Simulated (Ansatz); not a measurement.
Geometry relaxation, with input and output: GeSiNH7 (part 2 of 2)

The same run, continued: GeSiNH7, SMILES [SiH3][NH][GeH3]; B3LYP/6-31G*, RKS (Ansatz 0.2.0). The geometry comes from this level: PBE0-D4/def2-TZVP.

Geometry of the input (Å):
```
Si -1.1468  0.5222  -0.9456
N  0.4614  0.3191  -0.3757
Ge 1.0201  -0.6758  1.0662
H  -1.9237  -0.6685  -0.5129
H  -1.1602  0.6272  -2.4305
H  -1.8355  1.7358  -0.4161
H  1.1591  0.9529  -0.7365
H  -0.0189  -1.7874  1.2624
H  1.1199  0.1804  2.3456
H  2.4078  -1.2572  0.7459
```

### Trajectory as extended XYZ (Å, eV, eV/Å), 11 frames, from step=1 to step=11
```
10
Properties=species:S:1:pos:R:3:forces:R:3 step=1 energy=-65993.89791
Si   -1.1468    0.5222   -0.9456   -0.3535   0.0462  -0.0993
N     0.4614    0.3191   -0.3757    0.1018  -0.0461  -0.0840
Ge    1.0201   -0.6758    1.0662    0.0728  -0.0905   0.1649
H    -1.9237   -0.6685   -0.5129   -0.0277   0.0027  -0.0146
H    -1.1602    0.6272   -2.4305   -0.0248   0.0117  -0.0367
H    -1.8355    1.7358   -0.4161   -0.0608   0.0278  -0.0177
H     1.1591    0.9529   -0.7365    0.2041   0.1501  -0.0745
H    -0.0189   -1.7874    1.2624   -0.0659  -0.0918   0.0292
H     1.1199    0.1804    2.3456    0.0246   0.0504   0.1438
H     2.4078   -1.2572    0.7459    0.1293  -0.0605  -0.0111
10
Properties=species:S:1:pos:R:3:forces:R:3 step=2 energy=-65993.90758
Si   -1.1541    0.5286   -0.9519   -0.2398   0.0242  -0.0721
N     0.4615    0.3166   -0.3807    0.1109  -0.0003  -0.0218
Ge    1.0286   -0.6760    1.0730    0.0418  -0.0783   0.1157
H    -1.9401   -0.6597   -0.5276    0.0037  -0.0008   0.0016
H    -1.1741    0.6376   -2.4380    0.0197  -0.0003  -0.0080
H    -1.8550    1.7414   -0.4313    0.0031   0.0075   0.0091
H     1.1650    0.9496   -0.7438    0.0586   0.0369  -0.0136
H    -0.0068   -1.7976    1.2767   -0.0145  -0.0138   0.0002
H     1.1345    0.1703    2.3679   -0.0020   0.0224   0.0094
H     2.4236   -1.2621    0.7585    0.0185   0.0024  -0.0205
10
Properties=species:S:1:pos:R:3:forces:R:3 step=3 energy=-65993.90930
Si   -1.1602    0.5305   -0.9545   -0.0373   0.0055  -0.0121
N     0.4618    0.3133   -0.3817    0.0239   0.0013  -0.0090
Ge    1.0310   -0.6795    1.0784    0.0075  -0.0036   0.0116
H    -1.9466   -0.6581   -0.5318    0.0022   0.0020  -0.0012
H    -1.1723    0.6405   -2.4412    0.0049   0.0029   0.0060
H    -1.8587    1.7443   -0.4313    0.0059  -0.0034  -0.0001
H     1.1682    0.9469   -0.7432   -0.0056  -0.0088   0.0086
H    -0.0045   -1.8033    1.2821    0.0085   0.0049   0.0020
H     1.1358    0.1738    2.3709   -0.0007  -0.0064  -0.0096
H     2.4285   -1.2598    0.7552   -0.0093   0.0057   0.0036
10
Properties=species:S:1:pos:R:3:forces:R:3 step=4 energy=-65993.90939
Si   -1.1618    0.5308   -0.9553    0.0014   0.0008  -0.0015
N     0.4615    0.3105   -0.3836   -0.0015  -0.0060   0.0010
Ge    1.0313   -0.6796    1.0788    0.0001   0.0025  -0.0035
H    -1.9485   -0.6578   -0.5338   -0.0005   0.0017  -0.0018
H    -1.1721    0.6435   -2.4415    0.0006   0.0020   0.0026
H    -1.8580    1.7448   -0.4303    0.0022  -0.0018   0.0019
H     1.1679    0.9450   -0.7433   -0.0018  -0.0023   0.0015
H    -0.0019   -1.8045    1.2846    0.0017  -0.0005   0.0012
H     1.1357    0.1742    2.3704   -0.0018   0.0021  -0.0019
H     2.4291   -1.2581    0.7567   -0.0006   0.0016   0.0004
10
Properties=species:S:1:pos:R:3:forces:R:3 step=5 energy=-65993.90959
Si   -1.1622    0.5312   -0.9552   -0.0077  -0.0057   0.0038
N     0.4618    0.2966   -0.3922    0.0172   0.0098  -0.0091
Ge    1.0316   -0.6781    1.0796   -0.0104  -0.0157   0.0104
H    -1.9529   -0.6587   -0.5458   -0.0052  -0.0035  -0.0008
H    -1.1743    0.6610   -2.4398    0.0004   0.0055   0.0031
H    -1.8524    1.7407   -0.4121    0.0013   0.0011  -0.0031
H     1.1692    0.9293   -0.7528    0.0002   0.0033  -0.0078
H     0.0042   -1.8076    1.2897    0.0015  -0.0008   0.0037
H     1.1249    0.1859    2.3652    0.0018   0.0006  -0.0008
H     2.4332   -1.2517    0.7662    0.0008   0.0053   0.0006
10
Properties=species:S:1:pos:R:3:forces:R:3 step=6 energy=-65993.90976
Si   -1.1633    0.5308   -0.9543   -0.0089   0.0092  -0.0046
N     0.4629    0.2744   -0.4063    0.0131   0.0108  -0.0105
Ge    1.0301   -0.6778    1.0814    0.0048  -0.0055   0.0204
H    -1.9619   -0.6611   -0.5662   -0.0026  -0.0007   0.0004
H    -1.1781    0.6933   -2.4358    0.0023  -0.0037   0.0065
H    -1.8429    1.7350   -0.3858   -0.0002  -0.0068   0.0017
H     1.1724    0.9027   -0.7707   -0.0021   0.0006  -0.0104
H     0.0137   -1.8157    1.3019    0.0037   0.0039  -0.0024
H     1.1096    0.2034    2.3566   -0.0053  -0.0044   0.0001
H     2.4408   -1.2363    0.7820   -0.0047  -0.0034  -0.0012
10
Properties=species:S:1:pos:R:3:forces:R:3 step=7 energy=-65993.90986
Si   -1.1633    0.5312   -0.9532   -0.0029   0.0035   0.0002
N     0.4649    0.2654   -0.4140    0.0118   0.0111  -0.0022
Ge    1.0305   -0.6753    1.0826   -0.0063  -0.0072   0.0062
H    -1.9649   -0.6620   -0.5742    0.0010   0.0020  -0.0002
H    -1.1801    0.7073   -2.4331    0.0012  -0.0018   0.0087
H    -1.8392    1.7311   -0.3704    0.0017  -0.0072  -0.0021
H     1.1757    0.8888   -0.7848   -0.0060  -0.0039  -0.0056
H     0.0190   -1.8172    1.3047   -0.0012   0.0015  -0.0028
H     1.0972    0.2107    2.3554    0.0027  -0.0026  -0.0056
H     2.4434   -1.2311    0.7897   -0.0021   0.0046   0.0034
10
Properties=species:S:1:pos:R:3:forces:R:3 step=8 energy=-65993.90991
Si   -1.1629    0.5319   -0.9518    0.0010  -0.0058   0.0049
N     0.4665    0.2627   -0.4174    0.0082   0.0071   0.0006
Ge    1.0296   -0.6746    1.0829   -0.0046   0.0048  -0.0057
H    -1.9648   -0.6621   -0.5756    0.0016   0.0021  -0.0009
H    -1.1810    0.7122   -2.4310   -0.0012   0.0031   0.0066
H    -1.8381    1.7286   -0.3620    0.0031  -0.0033  -0.0061
H     1.1785    0.8810   -0.7943   -0.0055  -0.0059   0.0016
H     0.0188   -1.8176    1.3015    0.0001  -0.0003   0.0019
H     1.0915    0.2134    2.3544   -0.0015  -0.0023  -0.0022
H     2.4451   -1.2268    0.7962   -0.0012   0.0006  -0.0007
10
Properties=species:S:1:pos:R:3:forces:R:3 step=9 energy=-65993.90993
Si   -1.1625    0.5315   -0.9509   -0.0005   0.0015  -0.0003
N     0.4673    0.2635   -0.4176    0.0037   0.0015   0.0004
Ge    1.0294   -0.6743    1.0826   -0.0030   0.0041  -0.0040
H    -1.9636   -0.6628   -0.5741    0.0011   0.0017  -0.0005
H    -1.1817    0.7129   -2.4297   -0.0002  -0.0010   0.0011
H    -1.8377    1.7284   -0.3622    0.0008  -0.0023   0.0000
H     1.1794    0.8801   -0.7968   -0.0028  -0.0045   0.0035
H     0.0183   -1.8171    1.3004    0.0002  -0.0013   0.0003
H     1.0891    0.2129    2.3545    0.0012  -0.0006  -0.0007
H     2.4450   -1.2264    0.7967   -0.0005   0.0008   0.0003
10
Properties=species:S:1:pos:R:3:forces:R:3 step=10 energy=-65993.90993
Si   -1.1624    0.5318   -0.9511   -0.0008  -0.0007   0.0008
N     0.4672    0.2633   -0.4177   -0.0026  -0.0027   0.0019
Ge    1.0291   -0.6742    1.0825    0.0002   0.0002  -0.0008
H    -1.9636   -0.6623   -0.5741   -0.0001   0.0003  -0.0003
H    -1.1819    0.7130   -2.4297    0.0003  -0.0001   0.0000
H    -1.8374    1.7285   -0.3619    0.0000   0.0003   0.0000
H     1.1797    0.8791   -0.7969    0.0034   0.0023  -0.0013
H     0.0189   -1.8179    1.3005    0.0000   0.0001  -0.0002
H     1.0887    0.2129    2.3545   -0.0002   0.0001  -0.0001
H     2.4450   -1.2254    0.7967   -0.0001   0.0002   0.0001
10
Properties=species:S:1:pos:R:3:forces:R:3 step=11 energy=-65993.90993
Si   -1.1625    0.5318   -0.9509    0.0004   0.0004  -0.0003
N     0.4672    0.2630   -0.4178    0.0000   0.0000   0.0000
Ge    1.0291   -0.6742    1.0825   -0.0001  -0.0001   0.0002
H    -1.9640   -0.6620   -0.5739    0.0000  -0.0001   0.0001
H    -1.1819    0.7129   -2.4296   -0.0002   0.0000   0.0001
H    -1.8370    1.7288   -0.3618    0.0000   0.0000   0.0000
H     1.1799    0.8787   -0.7971   -0.0003  -0.0001  -0.0001
H     0.0193   -1.8183    1.3002    0.0001  -0.0001   0.0000
H     1.0880    0.2129    2.3545   -0.0001   0.0000   0.0000
H     2.4453   -1.2248    0.7969    0.0001   0.0000   0.0000
```

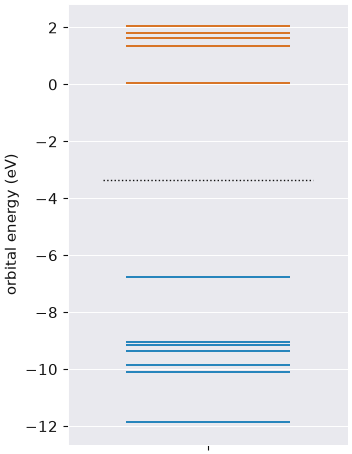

**Figure 1.** Orbital energies near the frontier; the dotted line parts filled from empty levels, and levels within 0.02 eV of each other stand side by side. Highest filled −6.76 eV, lowest empty 0.03 eV, 6.79 eV apart.

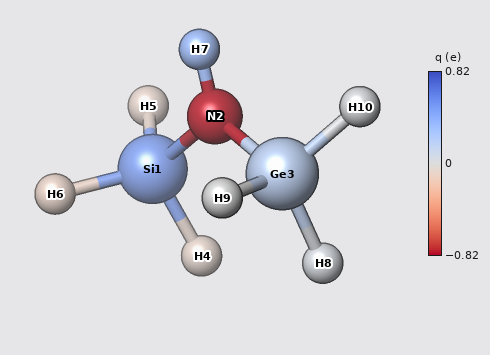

**Figure 2.** Mulliken charges, as the colour of each atom (ball-and-stick view, seen at a tilt; atoms are numbered from 1 in the order of the input; Mulliken charges depend strongly on the basis). By element: Si +0.50, N −0.78, Ge +0.17 and H −0.10 to +0.33 e.

### Results in brief

- outcome: converged
- total energy: −2425.231468 hartree
- basis functions: 83
- largest force: 0.001 eV/Å
- SCF solution under orbital rotations: stable
- HOMO: −6.76 eV
- LUMO: 0.03 eV
- dipole moment: 1.03 D
- wall time: 41 s
- peak memory: 0.18 GiB
